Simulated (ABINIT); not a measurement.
# CaC2 (Immm): G0W0 with ABINIT, start to end, part 2 of 3

How does a plane-wave GW calculation on CaC2 (Immm) run from the first input to the gap?

ABINIT 10.8.3; PBEsol and many-body steps on it, plane waves. Known limits of the many-body steps: not at the basis limit; coarse k mesh.

So far. Step 2 (Ground state): The gap is indirect, with the least direct gap 0.26 eV higher.

## (3) Bands along the symmetry lines

Level of this step: DFT, PBEsol, plane waves, norm-conserving pseudopotentials (ABINIT).

The cheap functional maps the bands first; the places of the edges decide which points the dearer methods must see.

The input, run.abi:

```
acell 3*1.0 Angstrom
rprim 
  -1.894876555000 2.443261230000 2.680131180000
  1.894876555000 -2.443261230000 2.680131180000
  1.894876555000 2.443261230000 -2.680131180000
ntypat 2
znucl 20 6
natom 3
typat 1 2 2
xred 
  0.000000000000 0.000000000000 0.000000000000
  0.371239070000 0.500000000000 0.871239070000
  0.628760930000 0.500000000000 0.128760930000
pp_dirpath "pseudos"
pseudos "Ca.upf, C.upf"
ecut 37
iscf -2
irdden 1
kptopt 0
nkpt 92
kpt 
  0.00000000 0.00000000 0.00000000
  0.06250000 0.06250000 -0.06250000
  0.12500000 0.12500000 -0.12500000
  0.18750000 0.18750000 -0.18750000
  0.25000000 0.25000000 -0.25000000
  0.31250000 0.31250000 -0.31250000
  0.37500000 0.37500000 -0.37500000
  0.43750000 0.43750000 -0.43750000
  0.50000000 0.50000000 -0.50000000
  0.48437067 0.51562933 -0.48437067
  0.46874135 0.53125865 -0.46874135
  0.45311202 0.54688798 -0.45311202
  0.43748270 0.56251731 -0.43748270
  0.42185337 0.57814663 -0.42185337
  0.40622404 0.59377596 -0.40622404
  0.39059472 0.60940528 -0.39059472
  0.37496539 0.62503461 -0.37496539
  -0.37496539 0.37496539 0.37496539
  -0.32809472 0.32809472 0.32809472
  -0.28122404 0.28122404 0.28122404
  -0.23435337 0.23435337 0.23435337
  -0.18748270 0.18748270 0.18748270
  -0.14061202 0.14061202 0.14061202
  -0.09374135 0.09374135 0.09374135
  -0.04687067 0.04687067 0.04687067
  0.00000000 0.00000000 0.00000000
  0.05722034 -0.05722034 0.05722034
  0.11444069 -0.11444069 0.11444069
  0.17166103 -0.17166103 0.17166103
  0.22888138 -0.22888138 0.22888138
  0.28610172 -0.28610172 0.28610172
  0.34332207 -0.34332207 0.34332207
  0.40054241 -0.40054241 0.40054241
  0.45776276 -0.45776276 0.45776276
  0.54223724 0.45776276 -0.45776276
  0.53695758 0.46304241 -0.46304241
  0.53167793 0.46832207 -0.46832207
  0.52639828 0.47360172 -0.47360172
  0.52111862 0.47888138 -0.47888138
  0.51583896 0.48416104 -0.48416104
  0.51055931 0.48944069 -0.48944069
  0.50527966 0.49472035 -0.49472035
  0.50000000 0.50000000 -0.50000000
  0.00000000 0.00000000 0.00000000
  0.00000000 0.06250000 0.00000000
  0.00000000 0.12500000 0.00000000
  0.00000000 0.18750000 0.00000000
  0.00000000 0.25000000 0.00000000
  0.00000000 0.31250000 0.00000000
  0.00000000 0.37500000 0.00000000
  0.00000000 0.43750000 0.00000000
  0.00000000 0.50000000 0.00000000
  0.03125000 0.46875000 0.03125000
  0.06250000 0.43750000 0.06250000
  0.09375000 0.40625000 0.09375000
  0.12500000 0.37500000 0.12500000
  0.15625000 0.34375000 0.15625000
  0.18750000 0.31250000 0.18750000
  0.21875000 0.28125000 0.21875000
  0.25000000 0.25000000 0.25000000
  0.28125000 0.21875000 0.21875000
  0.31250000 0.18750000 0.18750000
  0.34375000 0.15625000 0.15625000
  0.37500000 0.12500000 0.12500000
  0.40625000 0.09375000 0.09375000
  0.43750000 0.06250000 0.06250000
  0.46875000 0.03125000 0.03125000
  0.50000000 0.00000000 0.00000000
  0.43750000 0.00000000 0.00000000
  0.37500000 0.00000000 0.00000000
  0.31250000 0.00000000 0.00000000
  0.25000000 0.00000000 0.00000000
  0.18750000 0.00000000 0.00000000
  0.12500000 0.00000000 0.00000000
  0.06250000 0.00000000 0.00000000
  0.00000000 0.00000000 0.00000000
  0.00000000 0.00000000 0.06250000
  0.00000000 0.00000000 0.12500000
  0.00000000 0.00000000 0.18750000
  0.00000000 0.00000000 0.25000000
  0.00000000 0.00000000 0.31250000
  0.00000000 0.00000000 0.37500000
  0.00000000 0.00000000 0.43750000
  0.00000000 0.00000000 0.50000000
  0.03125000 0.03125000 0.46875000
  0.06250000 0.06250000 0.43750000
  0.09375000 0.09375000 0.40625000
  0.12500000 0.12500000 0.37500000
  0.15625000 0.15625000 0.34375000
  0.18750000 0.18750000 0.31250000
  0.21875000 0.21875000 0.28125000
  0.25000000 0.25000000 0.25000000
istwfk *1
nband 16
nbdbuf 2
tolwfr 1e-08
nstep 40
prtwf 0
prtvol 0
indata_prefix "in"
outdata_prefix "out"
tmpdata_prefix "tmp"
```

Launch:

```
> OMP_NUM_THREADS=1 mpirun -n 4 abinit run.abi > log
```

Numbers of over 12 decimals in the logs are rounded to 6 here.

What it wrote:

```text
.Version 10.8.3 of ABINIT. v10.8.2 released Aug 2026.

 Symmetries : space group Im m m (# 71); Bravais oI (body-center ortho.)
[... echo of the input left out ...]
== DATASET  1 ==================================================================
-   mpi_nproc: 4, omp_nthreads: 1 (-1 if OMP is not activated)

--- !DatasetInfo
iteration_state: {dtset: 1, }
dimensions: {natom: 3, nkpt: 92, mband: 16, nsppol: 1, nspinor: 1, nspden: 1, mpw: 3630, }
cutoff_energies: {ecut:  37.0, pawecutdg:  -1.0, }
electrons: {nelect:   1.80000000E+01, charge:   0.00000000E+00, occopt:   1.00000000E+00, tsmear:   1.00000000E-02, }

 Real(R)+Recip(G) space primitive vectors, cartesian coordinates (Bohr,Bohr^-1):
 R(1)= -3.5807977  4.6170946  5.0647139  G(1)=  0.0000000  0.1082932  0.0987223
 R(2)=  3.5807977 -4.6170946  5.0647139  G(2)=  0.1396337  0.0000000  0.0987223
 R(3)=  3.5807977  4.6170946 -5.0647139  G(3)=  0.1396337  0.1082932  0.0000000
 Unit cell volume ucvol=  3.3493727E+02 bohr^3
 Angles (23,13,12)=  1.24827126E+02  1.06674293E+02  9.81616827E+01 degrees

 getcut: wavevector=  0.0000  0.0000  0.0000  ngfft=  45  45  45
         ecut(hartree)=     37.000   => boxcut(ratio)=   2.07875

--- Pseudopotential description ------------------------------------------------
- Ca Generated using ONCVPSP code by D. R. Hamann
- 20.00000  10.00000  180301                  znucl, zion, pspdat
12 -116133 2 -1 1746                          pspcod,pspxc,lmax,lloc,mmax
     nproj     2     2     2
  pspatm : epsatm=   12.46101000
         --- l  ekb(1:nproj) -->
             0   10.054847    0.973777
             1    2.998958    0.458102
             2   -3.447298   -1.091650
 pspatm: atomic psp has been read  and splines computed

- C Generated using ONCVPSP code by D. R. Hamann
-  6.00000   4.00000  180301                  znucl, zion, pspdat
12 -116133 1 -1 1248                          pspcod,pspxc,lmax,lloc,mmax
     nproj     2     2     0
  pspatm : epsatm=    4.34909242
         --- l  ekb(1:nproj) -->
[...]
pspatm: atomic psp has been read  and splines computed

--------------------------------------------------------------------------------

================================================================================
 prteigrs : about to open file out_EIG
 Non-SCF case, kpt    1 (  0.00000  0.00000  0.00000), residuals and eigenvalues=
  4.07E-09  2.88E-09  7.82E-09  7.65E-09  6.53E-09  6.86E-09  5.07E-09  5.62E-09
  6.19E-09  6.94E-09  6.61E-09  3.25E-09  3.53E-09  9.16E-09  2.09E-07  1.09E-04
 -1.3228E+00 -6.2796E-01 -6.2776E-01 -6.2370E-01 -3.6151E-01  6.5258E-03
  8.2810E-03  7.0143E-02  7.9588E-02  1.7519E-01  2.2160E-01  2.9386E-01
  3.0537E-01  3.2761E-01  4.1745E-01  4.5844E-01
 Non-SCF case, kpt    2 (  0.06250  0.06250 -0.06250), residuals and eigenvalues=
  7.62E-09  6.86E-09  6.48E-09  4.43E-09  8.36E-09  3.22E-09  4.34E-09  4.15E-09
[...]
3.0939E-01  3.3451E-01  4.1713E-01  4.5102E-01
 Non-SCF case, kpt    3 (  0.12500  0.12500 -0.12500), residuals and eigenvalues=
[...]
3.2019E-01  3.5539E-01  4.1751E-01  4.3246E-01
[...]
Non-SCF case, kpt   91 (  0.21875  0.21875  0.28125), residuals and eigenvalues=
[...]
Non-SCF case, kpt   92 (  0.25000  0.25000  0.25000), residuals and eigenvalues=
[...]
-1.3223E+00 -6.2971E-01 -6.2901E-01 -6.2890E-01 -3.4542E-01 -3.2054E-02
  1.9566E-02  2.2769E-02  6.8588E-02  2.2718E-01  2.4913E-01  3.1832E-01
[...]
--- !ResultsGS
iteration_state: {dtset: 1, }
comment   : Summary of ground state results
lattice_vectors:
- [ -3.5807977,   4.6170946,   5.0647139, ]
- [  3.5807977,  -4.6170946,   5.0647139, ]
- [  3.5807977,   4.6170946,  -5.0647139, ]
lattice_lengths: [   7.73246,    7.73246,    7.73246, ]
lattice_angles: [124.827, 106.674,  98.162, ] # degrees, (23, 13, 12)
lattice_volume:   3.3493727E+02
convergence: {deltae:  0.000E+00, res2:  0.000E+00, residm:  9.983E-09, diffor:  0.000E+00, }
etotal    :  -5.06437868E+01
entropy   :   0.00000000E+00
fermie    :   8.90988714E-02
cartesian_stress_tensor: null
pressure_GPa: null
xred      :
- [  0.0000E+00,   0.0000E+00,   0.0000E+00, Ca]
- [  3.7124E-01,   5.0000E-01,   8.7124E-01,  C]
- [  6.2876E-01,   5.0000E-01,   1.2876E-01,  C]
cartesian_forces: null
force_length_stats: {min: null, max: null, mean: null, }

 Integrated electronic density in atomic spheres:
 ------------------------------------------------
 Atom  Sphere_radius  Integrated_density
[...]
================================================================================

 ----iterations are completed or convergence reached----

 Mean square residual over all n,k,spin=   60.611E-10; max=  99.832E-10
 reduced coordinates (array xred) for    3 atoms
[...]
0.371239070000      0.500000000000      0.871239070000
       0.628760930000      0.500000000000      0.128760930000

 cartesian coordinates (angstrom) at end:
[...]
2      1.894877     1.814068    -0.000000
    3     -0.000000     0.629193     2.680131
 length scales=  1.889726125908  1.889726125908  1.889726125908 bohr
              =  1.000000000000  1.000000000000  1.000000000000 angstroms
 prteigrs : about to open file out_EIG
 Eigenvalues (hartree) for nkpt=  92  k points:
 kpt#   1, nband= 16, wtk=  1.00000, kpt=  0.0000  0.0000  0.0000 (reduced coord)
[...]
kpt#   2, nband= 16, wtk=  1.00000, kpt=  0.0625  0.0625 -0.0625 (reduced coord)
[...]
kpt#   3, nband= 16, wtk=  1.00000, kpt=  0.1250  0.1250 -0.1250 (reduced coord)
[...]
kpt#  91, nband= 16, wtk=  1.00000, kpt=  0.2188  0.2188  0.2813 (reduced coord)
[...]
kpt#  92, nband= 16, wtk=  1.00000, kpt=  0.2500  0.2500  0.2500 (reduced coord)
  -1.32231   -0.62971   -0.62901   -0.62890   -0.34542   -0.03205    0.01957    0.02277
   0.06859    0.22718    0.24913    0.31832    0.37090    0.39078    0.41272    0.42384

== END DATASET(S) ==============================================================
================================================================================

 -outvars: echo values of variables after computation  --------
            nband          16
             nkpt          92
          spgroup          71
 [... the other variables as echoed above ...]

 Calculation completed.
```

Run time: 80 s. Hardware: 4 MPI ranks of AMD EPYC 7571, shared host; peak memory 0.37 GiB; 5.3 min of CPU time.

This step gave:

| Property | Result |
| --- | --- |
| gap | 2.293 eV |
| k of the valence top | 0.2861, -0.2861, 0.2861 |
| k of the conduction bottom | 0, 0, 0 |
| least direct gap | 2.601 eV |

The gap is 2.293 eV, −0.049 eV from the run before at this level.

Electronic bands along the path, in eV, zero at the top of the highest filled band:

```tsv
point	band 6	band 7	band 8	band 9	band 10	band 11	band 12	band 13
Γ	-2.30	-2.25	-0.57	-0.31	2.29	3.56	5.52	5.84
X	-3.41	-2.21	-1.08	-0.89	4.30	4.81	6.65	7.24
F2	-3.45	-1.98	-1.70	-0.73	5.17	5.54	5.77	6.34
jump to Σ0	-3.45	-1.98	-1.70	-0.73	5.17	5.54	5.77	6.34
Γ	-2.30	-2.25	-0.57	-0.31	2.29	3.56	5.52	5.84
Y0	-3.48	-2.19	-0.98	-0.90	4.33	4.90	6.50	7.22
jump to U0	-3.48	-2.19	-0.98	-0.90	4.33	4.90	6.50	7.22
X	-3.41	-2.21	-1.08	-0.89	4.30	4.81	6.65	7.24
jump to Γ	-2.30	-2.25	-0.57	-0.31	2.29	3.56	5.52	5.84
R	-3.35	-2.81	-1.29	-0.79	4.31	6.14	6.57	7.07
W	-3.35	-1.94	-1.85	-0.61	3.71	4.31	6.19	7.62
S	-4.32	-1.67	-1.01	-0.20	4.71	5.38	6.19	6.73
Γ	-2.30	-2.25	-0.57	-0.31	2.29	3.56	5.52	5.84
T	-3.45	-1.43	-1.17	-0.71	2.53	3.79	6.96	7.05
W	-3.35	-1.94	-1.85	-0.61	3.71	4.31	6.19	7.62
```

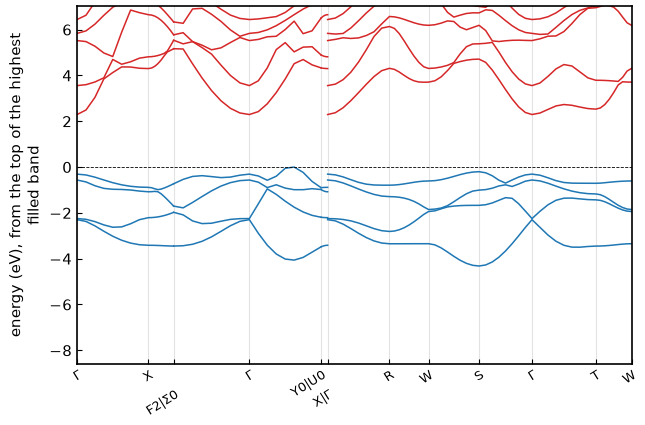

Electronic bands along the path; lines of filled and empty bands in two colours.

## (4) Empty states on the mesh, 4×4×4 mesh, 33 bands

The sums over transitions need many empty states on a uniform mesh; this step solves for them.

The input, run.abi:

```
acell 3*1.0 Angstrom
rprim 
  -1.894876555000 2.443261230000 2.680131180000
  1.894876555000 -2.443261230000 2.680131180000
  1.894876555000 2.443261230000 -2.680131180000
ntypat 2
znucl 20 6
natom 3
typat 1 2 2
xred 
  0.000000000000 0.000000000000 0.000000000000
  0.371239070000 0.500000000000 0.871239070000
  0.628760930000 0.500000000000 0.128760930000
pp_dirpath "pseudos"
pseudos "Ca.upf, C.upf"
ecut 37
ngkpt 4 4 4
nshiftk 1
shiftk 0 0 0
kptopt 1
chksymbreak 0
iscf -2
irdden 1
istwfk *1
nband 33
nbdbuf 4
tolwfr 1e-09
nstep 60
prtvol 0
indata_prefix "in"
outdata_prefix "out"
tmpdata_prefix "tmp"
```

What it wrote:

```text
.Version 10.8.3 of ABINIT. v10.8.2 released Aug 2026.

 Symmetries : space group Im m m (# 71); Bravais oI (body-center ortho.)
[... echo of the input left out ...]
== DATASET  1 ==================================================================
-   mpi_nproc: 4, omp_nthreads: 1 (-1 if OMP is not activated)

--- !DatasetInfo
iteration_state: {dtset: 1, }
dimensions: {natom: 3, nkpt: 18, mband: 33, nsppol: 1, nspinor: 1, nspden: 1, mpw: 3625, }
cutoff_energies: {ecut:  37.0, pawecutdg:  -1.0, }
electrons: {nelect:   1.80000000E+01, charge:   0.00000000E+00, occopt:   1.00000000E+00, tsmear:   1.00000000E-02, }

 Real(R)+Recip(G) space primitive vectors, cartesian coordinates (Bohr,Bohr^-1):
 R(1)= -3.5807977  4.6170946  5.0647139  G(1)=  0.0000000  0.1082932  0.0987223
 R(2)=  3.5807977 -4.6170946  5.0647139  G(2)=  0.1396337  0.0000000  0.0987223
 R(3)=  3.5807977  4.6170946 -5.0647139  G(3)=  0.1396337  0.1082932  0.0000000
 Unit cell volume ucvol=  3.3493727E+02 bohr^3
 Angles (23,13,12)=  1.24827126E+02  1.06674293E+02  9.81616827E+01 degrees

 getcut: wavevector=  0.0000  0.0000  0.0000  ngfft=  45  45  45
         ecut(hartree)=     37.000   => boxcut(ratio)=   2.07875

--- Pseudopotential description ------------------------------------------------
- Ca Generated using ONCVPSP code by D. R. Hamann
- 20.00000  10.00000  180301                  znucl, zion, pspdat
12 -116133 2 -1 1746                          pspcod,pspxc,lmax,lloc,mmax
     nproj     2     2     2
  pspatm : epsatm=   12.46101000
         --- l  ekb(1:nproj) -->
             0   10.054847    0.973777
             1    2.998958    0.458102
             2   -3.447298   -1.091650
 pspatm: atomic psp has been read  and splines computed

- C Generated using ONCVPSP code by D. R. Hamann
-  6.00000   4.00000  180301                  znucl, zion, pspdat
12 -116133 1 -1 1248                          pspcod,pspxc,lmax,lloc,mmax
     nproj     2     2     0
  pspatm : epsatm=    4.34909242
         --- l  ekb(1:nproj) -->
[...]
pspatm: atomic psp has been read  and splines computed

--------------------------------------------------------------------------------

================================================================================
 prteigrs : about to open file out_EIG
 Non-SCF case, kpt    1 (  0.00000  0.00000  0.00000), residuals and eigenvalues=
  2.87E-10  1.78E-10  2.41E-10  8.68E-10  2.93E-10  1.83E-10  4.26E-10  1.44E-10
  8.85E-10  1.98E-10  5.58E-10  4.19E-10  2.94E-10  7.66E-10  1.25E-10  4.92E-10
  6.82E-10  3.03E-10  2.73E-10  1.83E-10  7.40E-10  3.23E-10  1.81E-10  8.17E-10
[...]
4.25E-05
 -1.3228E+00 -6.2796E-01 -6.2776E-01 -6.2370E-01 -3.6151E-01  6.5258E-03
  8.2810E-03  7.0143E-02  7.9588E-02  1.7519E-01  2.2160E-01  2.9386E-01
  3.0537E-01  3.2761E-01  4.1745E-01  4.5802E-01  4.8907E-01  4.9396E-01
  6.1125E-01  6.5102E-01  6.8703E-01  7.0285E-01  7.6154E-01  7.6943E-01
  8.2167E-01  8.2319E-01  9.6146E-01  9.7798E-01  1.0016E+00  1.0332E+00
[...]
prteigrs : prtvol=0 or 1, do not print more k-points.

--- !ResultsGS
iteration_state: {dtset: 1, }
comment   : Summary of ground state results
lattice_vectors:
- [ -3.5807977,   4.6170946,   5.0647139, ]
- [  3.5807977,  -4.6170946,   5.0647139, ]
- [  3.5807977,   4.6170946,  -5.0647139, ]
lattice_lengths: [   7.73246,    7.73246,    7.73246, ]
lattice_angles: [124.827, 106.674,  98.162, ] # degrees, (23, 13, 12)
lattice_volume:   3.3493727E+02
convergence: {deltae:  0.000E+00, res2:  0.000E+00, residm:  9.895E-10, diffor:  0.000E+00, }
etotal    :  -5.06437868E+01
entropy   :   0.00000000E+00
fermie    :   8.90988714E-02
cartesian_stress_tensor: null
pressure_GPa: null
xred      :
- [  0.0000E+00,   0.0000E+00,   0.0000E+00, Ca]
- [  3.7124E-01,   5.0000E-01,   8.7124E-01,  C]
- [  6.2876E-01,   5.0000E-01,   1.2876E-01,  C]
cartesian_forces: null
force_length_stats: {min: null, max: null, mean: null, }

 Integrated electronic density in atomic spheres:
 ------------------------------------------------
 Atom  Sphere_radius  Integrated_density
[...]
================================================================================

 ----iterations are completed or convergence reached----

 Mean square residual over all n,k,spin=   47.854E-11; max=  98.948E-11
 reduced coordinates (array xred) for    3 atoms
[...]
0.371239070000      0.500000000000      0.871239070000
       0.628760930000      0.500000000000      0.128760930000

 cartesian coordinates (angstrom) at end:
    1      0.000000     0.000000     0.000000
    2      1.894877     1.814068    -0.000000
    3     -0.000000     0.629193     2.680131
 length scales=  1.889726125908  1.889726125908  1.889726125908 bohr
              =  1.000000000000  1.000000000000  1.000000000000 angstroms
 prteigrs : about to open file out_EIG
 Eigenvalues (hartree) for nkpt=  18  k points:
 kpt#   1, nband= 33, wtk=  0.01563, kpt=  0.0000  0.0000  0.0000 (reduced coord)
[...]
0.48907    0.49396    0.61125    0.65102    0.68703    0.70285    0.76154    0.76943
   0.82167    0.82319    0.96146    0.97798    1.00157    1.03318    1.10464    1.14038
   1.19119
 prteigrs : prtvol=0 or 1, do not print more k-points.

== END DATASET(S) ==============================================================
================================================================================

 -outvars: echo values of variables after computation  --------
            nband          33
             nkpt          18
          spgroup          71
 [... the other variables as echoed above ...]

 Calculation completed.
```

Elapsed: 30 s, on 4 MPI ranks; peak memory 0.32 GiB.

This step gave:

```
gap                                                           : 2.291 eV
k of the valence top                                          : 0.25, -0.25, 0.25
k of the conduction bottom                                    : 0, 0, 0
least direct gap                                              : 2.601 eV
k points computed                                             : 18
lowest point of the top converged band, above the valence top : 22.86 eV
```

On this mesh the gap is 2.291 eV.

(Part 2 of 3 ends here.)

[Paths, hosts, dates, memory and timing lines, banners, echoed tables and standing remarks are left out of the program output.]

[Logs are printed without paths, hosts, clocks, repeated set-up lines and the standing remarks that a program may print on its own settings, such as how far it seeks lower states.]

[Runs of the session that timed out or met a known fault of the program may be left out.]

[Hosts, paths, dates, database ids (printed as entryN), source tags and the programs' standing remarks are cut or masked in the printed files.]

[G0W0 gaps are taken among the corrected bands and points alone; a level outside them can change the order at an edge.]

[Where Ansatz stands beside ABINIT at settings called matched, ABINIT's density can come from a denser mesh and the files from another edition; pairs whose starting gaps differed by over 0.03 eV were left out, so agreement reads better than it is.]
